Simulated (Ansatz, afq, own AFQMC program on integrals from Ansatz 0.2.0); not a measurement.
# SiHCl (triplet): AFQMC on the coupled-cluster ladder at distance Cl1–H2 along a hydrogen transfer = 1.503 Å, cc-pVTZ

Aim: compute SiHCl (triplet) with auxiliary-field quantum Monte Carlo on the same integrals as coupled cluster, and set the energies side by side.

The runs use Ansatz 0.2.0, Gaussian basis, and an in-house AFQMC program (afq) on its integrals; all values are calculated; cc-pVTZ, frozen cores.

To be run: PBE (unrestricted); CCSD(T) on UHF; r2SCAN (unrestricted); PBE0 (unrestricted); B3LYP (unrestricted); CCSDT(Q) on UHF; wB97M-V (unrestricted); B2PLYP (unrestricted); Phaseless AFQMC, CISD trial on UHF.

## (1) The geometry

The geometry derives from fragments relaxed apart (PBE0/def2-TZVP) and kept rigid, so it is no stationary point. A hydrogen atom is moved between rigid fragments.

3 atoms, charge 0, spin multiplicity 3.

Atoms are counted from 1 here; the program's logs count them from 0.

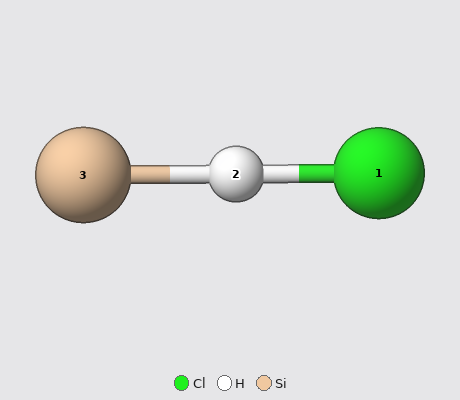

The geometry (chlorine green, hydrogen white, silicon light orange); atoms are numbered from 1 in the order of the file.

## (2) PBE (unrestricted)

The input, in.yaml:

```yaml
crystal:
  periodic: [false, false, false]
  atoms:
    - {symbol: Cl, position_ang: [0.000000, 0.000000, -1.538333]}
    - {symbol: H, position_ang: [0.000000, 0.000000, -0.035333]}
    - {symbol: Si, position_ang: [0.000000, 0.000000, 1.573667]}
basis:
  gaussian: {orbitals: cc-pVTZ}
magnetization: {spin_polarized: true, initial_magnetization: 2}
hamiltonian: {xc: {name: PBE}}
output: {orbitals: {seedname: orbitals}}
```

On the command line:

```console
> ansatz run in.yaml --threads 1 --pin off --events-out ev --progress --plain --max-ram 8192MiB --backend cpu
```

Standard output:

```text
Functional definition: PBE
  name "PBE"
  cite "Perdew, Burke & Ernzerhof, Phys. Rev. Lett. 77, 3865 (1996) doi:10.1103/PhysRevLett.77.3865"
  parent pbe
  parameter kappa = 0.804
  parameter beta = 0.06672455060314922
  exchange = pbe_x(kappa = kappa, mu = beta*pi^2/3)
  correlation = pbe_c(beta = beta)
608 factors; their error is unknown
mean field evaluation 1: about -20403.5381 eV, gradient 1.2e1 eV
mean field evaluation 2: about -20382.9100 eV, gradient 5.2e1 eV
mean field evaluation 4: about -20404.4688 eV, gradient 4.3e0 eV
mean field evaluation 8: about -20404.5538 eV, gradient 9.1e-2 eV
mean field evaluation 16: about -20404.5538 eV, gradient 1.3e-5 eV
mean field evaluation 32: about -20403.9590 eV, gradient 2.1e-5 eV
mean field evaluation 64: about -20404.1199 eV, gradient 4.6e0 eV
mean field -20404.55380375 eV, -749.8535215846 hartree, gradient 1.4e-5 eV, S^2 2.004787; 9 other end points of the search recorded, 0 dependent functions left out
reference -20404.55383355 eV, -749.8535226797 hartree; 17, 15 occupied and 65, 67 virtual orbitals, 608 factors
Total energy: -20404.55383355 eV, -749.8535226797 hartree
```

It took 5.5 s on 1 thread of AMD EPYC 7R13 (Zen 3), shared host; peak memory 1.7 GiB.

From the report: ⟨S²⟩ of the determinant 2.005 (pure triplet: 2.00).

## (3) CCSD(T) on UHF

in.yaml: that of step 2 with these lines changed.

```diff
@@ -9,3 +9,2 @@
 magnetization: {spin_polarized: true, initial_magnetization: 2}
-hamiltonian: {xc: {name: PBE}}
-output: {orbitals: {seedname: orbitals}}
+correlation: {method: ccsd_t, electrons: outside_noble_gas, hamiltonian_folder: ham}
```

On the command line:

```console
> ansatz run in.yaml --threads 1 --pin off --events-out ev --progress --plain --max-ram 24576MiB --backend cuda --devices 0, --max-vram 18GiB
```

Standard output, cut to the lines that bear on the results:

```text
Functional definition: HF
  name "HF"
  cite "Fock, Z. Phys. 61, 126 (1930) doi:10.1007/BF01340294"
  parent pbe
[...]
487 factors; integrals over basis functions are off by at most 1.3e-3 eV
[...]
mean field -20379.24322057 eV, -748.9233748089 hartree, gradient 1.4e-6 eV, S^2 2.034909; 13 other end points of the search recorded, 0 dependent functions left out
determinant -20379.24322057 eV, -748.9233748089 hartree, with singles and doubles -20387.74238442 eV, -749.2357133193 hartree
determinant -20378.62194131 eV, -748.9005432171 hartree, with singles and doubles -20387.08488112 eV, -749.2115505186 hartree
determinant -20376.21080149 eV, -748.8119354630 hartree, with singles and doubles -20384.49862609 eV, -749.1165073993 hartree
determinant -20376.16783482 eV, -748.8103564671 hartree, with singles and doubles -20384.46063032 eV, -749.1151110807 hartree
determinant -20375.61949351 eV, -748.7902052954 hartree, with singles and doubles -20383.35546949 eV, -749.0744971691 hartree
10 core orbitals not correlated: weight in the atoms' cores, before any rotation towards them, 1.000 or more for the frozen orbitals, at most 0.000 for the correlated occupied ones
reference -20379.24322057 eV, -748.9233748089 hartree; 7, 5 occupied and 65, 67 virtual orbitals, 487 factors
second order -7.44870556 eV of doubles, -0.00000000 eV of singles
cycle   1  -8.42014080 eV  change   -2.9e-1 eV  update   1.8e-2
[...]
cycle   9  -8.43063881 eV  change    3.9e-6 eV  update   9.3e-6
perturbative correction -0.35071711 eV, -0.0128886161 hartree
Total energy: -20388.02457650 eV, -749.2460836869 hartree
```

Wall time 10 s (1 × NVIDIA H100 80GB HBM3 with 1 thread of AMD EPYC 7R13 (Zen 3), shared host); peak host memory 1.7 GiB.

From the report: ⟨S²⟩ of the determinant 2.035 (pure triplet: 2.00); correlation -8.7814 eV; T1 0.015; largest double amplitude 0.06.

This run also writes the integrals to the folder ham.

## (4) r2SCAN (unrestricted)

in.yaml: that of step 3 with these lines changed.

```diff
@@ -9,2 +9,2 @@
 magnetization: {spin_polarized: true, initial_magnetization: 2}
-correlation: {method: ccsd_t, electrons: outside_noble_gas, hamiltonian_folder: ham}
+hamiltonian: {xc: {name: r2SCAN}}
```

On the command line:

```console
> ansatz run in.yaml --threads 1 --pin off --events-out ev --progress --plain --max-ram 8192MiB --backend cpu
```

Standard output:

```text
Functional definition: r2SCAN
  name "r2SCAN"
  cite "Furness, Kaplan, Ning, Perdew & Sun, J. Phys. Chem. Lett. 11, 8208 (2020) doi:10.1021/acs.jpclett.0c02405"
  cite "Furness, Kaplan, Ning, Perdew & Sun, J. Phys. Chem. Lett. 11, 9248 (2020) doi:10.1021/acs.jpclett.0c03077"
  parent r2scan
  parameter k0 = 0.174
  parameter k1 = 0.065
  parameter a1 = 4.9479
  exchange = r2scan_x(k0 = k0, k1 = k1, a1 = a1)
  correlation = r2scan_c
608 factors; their error is unknown
mean field evaluation 1: about -20411.1273 eV, gradient 1.1e1 eV
mean field evaluation 2: about -20400.8722 eV, gradient 3.7e1 eV
mean field evaluation 4: about -20411.9951 eV, gradient 3.1e0 eV
mean field evaluation 8: about -20412.0238 eV, gradient 1.2e-1 eV
mean field evaluation 16: about -20412.0239 eV, gradient 3.2e-5 eV
mean field evaluation 32: about -20412.0263 eV, gradient 4.0e-3 eV
mean field -20412.02385903 eV, -750.1280410527 hartree, gradient 1.4e-5 eV, S^2 2.010040; 6 other end points of the search recorded, 0 dependent functions left out
reference -20412.02386863 eV, -750.1280414055 hartree; 17, 15 occupied and 65, 67 virtual orbitals, 608 factors
Total energy: -20412.02386863 eV, -750.1280414055 hartree
```

It took 9.5 s on 1 thread of AMD EPYC 7R13 (Zen 3), shared host; peak memory 1.7 GiB.

From the report: ⟨S²⟩ of the determinant 2.010 (pure triplet: 2.00).

## (5) PBE0 (unrestricted)

in.yaml: that of step 4 with these lines changed.

```diff
@@ -9,2 +9,3 @@
 magnetization: {spin_polarized: true, initial_magnetization: 2}
-hamiltonian: {xc: {name: r2SCAN}}
+hamiltonian: {xc: {name: PBE0}}
+output: {orbitals: {seedname: orbitals}}
```

Launched as before.

Standard output:

```text
Functional definition: PBE0
  name "PBE0"
  cite "Adamo & Barone, J. Chem. Phys. 110, 6158 (1999) doi:10.1063/1.478522"
  cite "Perdew, Burke & Ernzerhof, Phys. Rev. Lett. 77, 3865 (1996) doi:10.1103/PhysRevLett.77.3865"
  parent pbe
  parameter a = 0.25
  parameter kappa = 0.804
  parameter beta = 0.06672455060314922
  exchange = (1 - a)*pbe_x(kappa = kappa, mu = beta*pi^2/3) + a*exact_x
  correlation = pbe_c(beta = beta)
643 factors; their error is unknown
mean field evaluation 1: about -20405.1818 eV, gradient 1.0e1 eV
mean field evaluation 2: about -20404.3485 eV, gradient 1.6e1 eV
mean field evaluation 4: about -20406.0616 eV, gradient 9.7e-1 eV
mean field evaluation 8: about -20406.1778 eV, gradient 1.8e-1 eV
mean field evaluation 16: about -20406.1778 eV, gradient 8.4e-5 eV
mean field -20406.17783849 eV, -749.9132037604 hartree, gradient 1.3e-5 eV, S^2 2.008193; 1 other end points of the search recorded, 0 dependent functions left out
reference -20406.17786104 eV, -749.9132045892 hartree; 17, 15 occupied and 65, 67 virtual orbitals, 643 factors
Total energy: -20406.17786104 eV, -749.9132045892 hartree
```

Run time: 2.3 s. Hardware: 1 thread of AMD EPYC 7R13 (Zen 3), shared host; peak memory 1.7 GiB.

From the report: ⟨S²⟩ of the determinant 2.008 (pure triplet: 2.00).

## (6) B3LYP (unrestricted)

in.yaml: that of step 5 with these lines changed.

```diff
@@ -9,3 +9,2 @@
 magnetization: {spin_polarized: true, initial_magnetization: 2}
-hamiltonian: {xc: {name: PBE0}}
-output: {orbitals: {seedname: orbitals}}
+hamiltonian: {xc: {name: B3LYP}}
```

The command is unchanged.

Standard output, cut to the lines that bear on the results:

```text
Functional definition: B3LYP
  name "B3LYP"
  cite "Stephens, Devlin, Chabalowski & Frisch, J. Phys. Chem. 98, 11623 (1994) doi:10.1021/j100096a001"
  cite "Becke, Phys. Rev. A 38, 3098 (1988) doi:10.1103/PhysRevA.38.3098"
  cite "Lee, Yang & Parr, Phys. Rev. B 37, 785 (1988) doi:10.1103/PhysRevB.37.785"
  cite "Vosko, Wilk & Nusair, Can. J. Phys. 58, 1200 (1980) doi:10.1139/p80-159"
[...]
632 factors; their error is unknown
[...]
mean field -20414.69752811 eV, -750.2262965791 hartree, gradient 1.4e-5 eV, S^2 2.005893; 2 other end points of the search recorded, 0 dependent functions left out
reference -20414.69772437 eV, -750.2263037915 hartree; 17, 15 occupied and 65, 67 virtual orbitals, 632 factors
Total energy: -20414.69772437 eV, -750.2263037915 hartree
```

Run time: 2.8 s. Hardware: 1 thread of AMD EPYC 7R13 (Zen 3), shared host; peak memory 1.7 GiB.

From the report: ⟨S²⟩ of the determinant 2.006 (pure triplet: 2.00).

## (7) CCSDT(Q) on UHF

in.yaml: that of step 6 with these lines changed.

```diff
@@ -9,2 +9,2 @@
 magnetization: {spin_polarized: true, initial_magnetization: 2}
-hamiltonian: {xc: {name: B3LYP}}
+correlation: {method: ccsdt_q, electrons: outside_noble_gas}
```

On the command line:

```console
> ansatz run in.yaml --threads 1 --pin off --events-out ev --progress --plain --max-ram 24576MiB --backend cuda --devices 0, --max-vram 18GiB
```

Standard output, cut to the lines that bear on the results:

```text
Functional definition: HF
  name "HF"
  cite "Fock, Z. Phys. 61, 126 (1930) doi:10.1007/BF01340294"
  parent pbe
[...]
940 factors; integrals over basis functions are off by at most 2.3e-7 eV
[...]
mean field -20379.24323713 eV, -748.9233754173 hartree, gradient 2.4e-6 eV, S^2 2.034910; 13 other end points of the search recorded, 0 dependent functions left out
determinant -20379.24323713 eV, -748.9233754173 hartree, with singles and doubles -20387.74241645 eV, -749.2357144964 hartree
determinant -20378.62195244 eV, -748.9005436261 hartree, with singles and doubles -20387.08490501 eV, -749.2115513965 hartree
determinant -20376.21082062 eV, -748.8119361662 hartree, with singles and doubles -20384.49866042 eV, -749.1165086609 hartree
determinant -20376.16785415 eV, -748.8103571774 hartree, with singles and doubles -20384.46066522 eV, -749.1151123630 hartree
determinant -20375.61950942 eV, -748.7902058804 hartree, with singles and doubles -20383.35549789 eV, -749.0744982127 hartree
10 core orbitals not correlated: weight in the atoms' cores, before any rotation towards them, 1.000 or more for the frozen orbitals, at most 0.000 for the correlated occupied ones
reference -20379.24323713 eV, -748.9233754173 hartree; 7, 5 occupied and 65, 67 virtual orbitals, 940 factors
second order -7.44872797 eV of doubles, -0.00000000 eV of singles
cycle   1  -8.12392658 eV  change   -6.8e-1 eV  update   8.7e-2
[...]
cycle  20  -8.81989883 eV  change   -8.1e-7 eV  update   9.2e-7
perturbative correction -0.01831451 eV, -0.0006730458 hartree
Total energy: -20388.08145047 eV, -749.2481737669 hartree
```

It took 18 s on 1 × NVIDIA H100 80GB HBM3 with 1 thread of AMD EPYC 7R13 (Zen 3), shared host; peak host memory 1.7 GiB.

From the report: ⟨S²⟩ of the determinant 2.035 (pure triplet: 2.00); correlation -8.8382 eV; T1 0.017; largest double amplitude 0.07.

## (8) wB97M-V (unrestricted)

in.yaml: that of step 7 with these lines changed.

```diff
@@ -9,2 +9,3 @@
 magnetization: {spin_polarized: true, initial_magnetization: 2}
-correlation: {method: ccsdt_q, electrons: outside_noble_gas}
+hamiltonian: {xc: {name: wB97M-V}}
+output: {orbitals: {seedname: orbitals}}
```

On the command line:

```console
> ansatz run in.yaml --threads 1 --pin off --events-out ev --progress --plain --max-ram 8192MiB --backend cpu
```

Standard output, cut to the lines that bear on the results:

```text
Functional definition: wB97M-V
  name "wB97M-V"
  cite "Mardirossian & Head-Gordon, J. Chem. Phys. 144, 214110 (2016) doi:10.1063/1.4952647"
  cite "Becke, J. Chem. Phys. 107, 8554 (1997) doi:10.1063/1.475007"
  cite "Vydrov & Van Voorhis, J. Chem. Phys. 133, 244103 (2010) doi:10.1063/1.3521275"
  # Of w^i u^j: cxij and so on, Table III.
[...]
  gx(w, u) = 1 - cx + cx01*u + cx10*w
  gss(w, u) = css00 + css04*u^4 + css10*w + css20*w^2 + css43*w^4*u^3
  gos(w, u) = cos00 + cos10*w + (cos20 + cos21*u)*w^2 + (cos60 + cos61*u)*w^6
[...]
      + integral(e_c_pw_mod_opposite_spin*gos(b97_w_opposite, b97_u_opposite)) + vv10(b, c)
620 factors; their error is unknown
113 factors; integrals over basis functions are off by at most 1.3e-4 eV
[...]
mean field -20412.24288706 eV, -750.1360901844 hartree, gradient 3.4e-5 eV, S^2 2.005108; 1 other end points of the search recorded, 0 dependent functions left out
reference -20412.24291788 eV, -750.1360913170 hartree; 17, 15 occupied and 65, 67 virtual orbitals, 620 factors
Total energy: -20412.24291788 eV, -750.1360913170 hartree
```

Wall time 14 s (1 thread of AMD EPYC 7R13 (Zen 3), shared host); peak memory 1.7 GiB.

From the report: ⟨S²⟩ of the determinant 2.005 (pure triplet: 2.00).

## (9) B2PLYP (unrestricted)

in.yaml: that of step 8 with these lines changed.

```diff
@@ -9,3 +9,3 @@
 magnetization: {spin_polarized: true, initial_magnetization: 2}
-hamiltonian: {xc: {name: wB97M-V}}
-output: {orbitals: {seedname: orbitals}}
+hamiltonian: {xc: {name: B2PLYP}}
+correlation: {electrons: outside_noble_gas}
```

Same command.

Standard output, cut to the lines that bear on the results:

```text
Functional definition: B2PLYP
  name "B2PLYP"
  cite "Grimme, J. Chem. Phys. 124, 034108 (2006) doi:10.1063/1.2148954"
  cite "Becke, Phys. Rev. A 38, 3098 (1988) doi:10.1103/PhysRevA.38.3098"
  cite "Lee, Yang & Parr, Phys. Rev. B 37, 785 (1988) doi:10.1103/PhysRevB.37.785"
[...]
487 factors; integrals over basis functions are off by at most 1.3e-3 eV
[...]
mean field -20404.29101730 eV, -749.8438643606 hartree, gradient 9.2e-6 eV, S^2 2.014361; 2 other end points of the search recorded, 0 dependent functions left out
10 core orbitals not correlated: weight in the atoms' cores, before any rotation towards them, 1.000 or more for the frozen orbitals, at most 0.000 for the correlated occupied ones
reference -20404.29114249 eV, -749.8438689613 hartree; 7, 5 occupied and 65, 67 virtual orbitals, 487 factors
second order -9.22443073 eV of doubles, -0.00000000 eV of singles
Total energy: -20406.78173879 eV, -749.9353966870 hartree
```

It took 3.3 s on 1 thread of AMD EPYC 7R13 (Zen 3), shared host; peak memory 1.7 GiB.

From the report: ⟨S²⟩ of the determinant 2.014 (pure triplet: 2.00).

## (10) Phaseless AFQMC, CISD trial on UHF

It reads the integrals that the CCSD(T) run on this determinant wrote.

On the command line:

```console
> afq ham --method phaseless --trial cisd --walkers 2700 --populations 20 --least-time 60 --time-step 0.005 --steps-per-block 50 --equilibration-blocks 28 --max-blocks 4000 --target-error 0.00021 --factor-cut 1e-05 --start spin_pure --seed 581 --release-times 0.24,0.51,0.99,1.62,2.4 --release-step 0.03 --release-every 3 --taylor-order 6
```

Standard output:

```text
orbitals 72  electrons 7 5  factors 470 of 487
reference energy -748.92337481 Eh
CCSD correlation -0.30982028 Eh in 13 cycles, weight of the determinant in the CISD state 0.8539
energy of the start -749.231588 Eh
 block  time / (1/Eh)  mean weight  energy / Eh
     1     0.250  0.9999  -749.228053
     2     0.500  1.0000  -749.232013
     3     0.750  0.9998  -749.236187
     4     1.000  0.9997  -749.239035
     5     1.250  1.0003  -749.241058
     6     1.500  1.0000  -749.241883
     7     1.750  0.9996  -749.243392
     8     2.000  1.0003  -749.245282
     9     2.250  1.0002  -749.245828
    10     2.500  1.0000  -749.245805
    11     2.750  0.9997  -749.246094
    13     3.250  1.0004  -749.247172
    15     3.750  0.9997  -749.246780
    17     4.250  1.0006  -749.246670
    19     4.750  1.0003  -749.247884
    21     5.250  0.9999  -749.248173
    23     5.750  0.9998  -749.247735
    25     6.250  1.0001  -749.248309
    27     6.750  1.0002  -749.247794
    29     7.250  1.0003  -749.247723
    31     7.750  1.0002  -749.247726
    33     8.250  1.0003  -749.247844
    35     8.750  0.9997  -749.246675
    37     9.250  1.0001  -749.246879
    39     9.750  0.9999  -749.248146
    41    10.250  1.0002  -749.248212
    43    10.750  1.0005  -749.247856
    45    11.250  1.0004  -749.248216
    47    11.750  0.9998  -749.247767
    49    12.250  1.0002  -749.247320
    51    12.750  1.0000  -749.247169
    53    13.250  0.9999  -749.247004
    55    13.750  1.0000  -749.247878
    57    14.250  0.9999  -749.247848
    59    14.750  0.9996  -749.246370
    61    15.250  1.0000  -749.248225
    63    15.750  1.0001  -749.247829
    65    16.250  1.0000  -749.246409
    67    16.750  1.0001  -749.248690
    69    17.250  0.9995  -749.248388
    71    17.750  0.9993  -749.247868
    73    18.250  1.0001  -749.246895
    75    18.750  1.0002  -749.248505
    77    19.250  1.0001  -749.247374
    79    19.750  0.9998  -749.246336
    81    20.250  1.0001  -749.247176
    83    20.750  1.0003  -749.247767
    85    21.250  1.0003  -749.247894
    87    21.750  1.0003  -749.248537
    89    22.250  0.9996  -749.246982
    91    22.750  1.0002  -749.248047
    93    23.250  1.0004  -749.248497
    95    23.750  1.0000  -749.248704
    97    24.250  1.0003  -749.249269
error from the spread of 20 populations
released: time / (1/Eh)  energy / Eh  error  mean overlap
  0.24  -749.247793  0.000155  0.9995
  0.51  -749.248427  0.000336  0.9954
  0.99  -749.248002  0.000138  0.9940
  1.62  -749.247820  0.000177  0.9964
  2.40  -749.248218  0.000216  0.9904
energy -749.247752 +/- 0.000203 Eh
```

Run time: 97 s. Hardware: 1 × NVIDIA H100 80GB HBM3 with 2 threads of AMD EPYC 7R13 (Zen 3), shared host; peak host memory 1.7 GiB.

Energy -20388.0700 ± 0.0055 eV. Caveats: constraint bias not in the error.

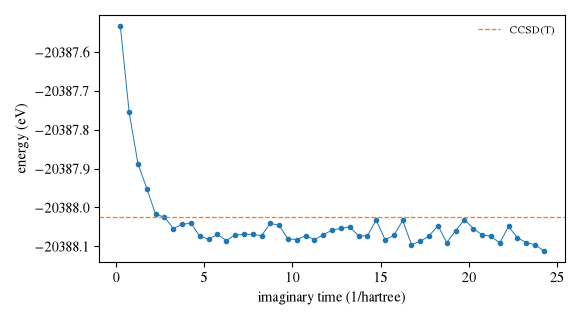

Block energies along the walk.

## (11) All levels side by side

On the UHF determinant, counted from CCSDT(Q) (a yardstick, not exact):

| level | energy (eV) | from CCSDT(Q) (kcal/mol) | statistical error (kcal/mol) | time |
| --- | --- | --- | --- | --- |
| HF | -20379.2432 | +203.81 |  |  |
| MP2 | -20386.6919 | +32.04 |  |  |
| CCSD | -20387.6739 | +9.40 |  |  |
| CCSD(T) | -20388.0246 | +1.31 |  |  |
| CCSDT(Q) | -20388.0815 | 0.00 |  |  |
| Phaseless AFQMC, CISD trial, step 0.005, 2700 walkers | -20388.0700 | +0.26 | 0.13 | 97 s |

The functionals' totals stand on their own zeros and serve differences with other points: PBE -20404.554 eV; r2SCAN -20412.024 eV; PBE0 -20406.178 eV; B3LYP -20414.698 eV; wB97M-V -20412.243 eV; B2PLYP -20406.782 eV.

## (12) Results

| quantity | value |
| --- | --- |
| CCSD(T) on UHF from CCSDT(Q) | +1.31 kcal/mol |
| Phaseless AFQMC, CISD trial on UHF from CCSDT(Q) | +0.26 ± 0.13 kcal/mol |

What this shows: On UHF the phaseless walk with the CISD trial lies +0.26 kcal/mol from CCSDT(Q), within three error bars. Error bars are statistical and leave out the constraint, the time step and what remains of the start.
